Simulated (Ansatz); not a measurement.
The parent structure is MoS2 in the 2H-MoS2 type structure (space group P6_3/mmc, No. 194; a = 3.173 Å, c = 12.437 Å; layered, stacked along the Cartesian z axis).

One thing is altered: a fraction x = 0.75 of the S sites is given to Se, ordered in a cell of 12 atoms (starting symmetry P2/m) and fully relaxed.

Calculations: r2SCAN+rVV10 (Ansatz, a first-principles code; PAW; 500 eV plane waves; no SOC).

The zone is the changed cell's own and can be folded.

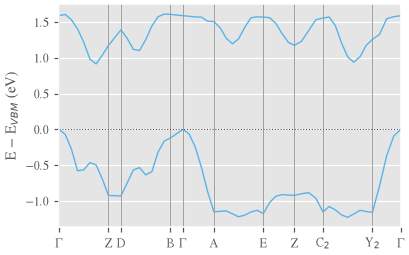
Figure: Highest valence and lowest conduction band along the path of the changed cell's own zone

From the figure, how large is the changed gap, and is it direct?

About 0.92 eV, indirect, Γ → Γ–Z (75 % along).

These are small ordered cells, not random alloys; other orderings at the same x differ. No phonon test of stability was made. Labels are those of the standard path for the cell's own space group.
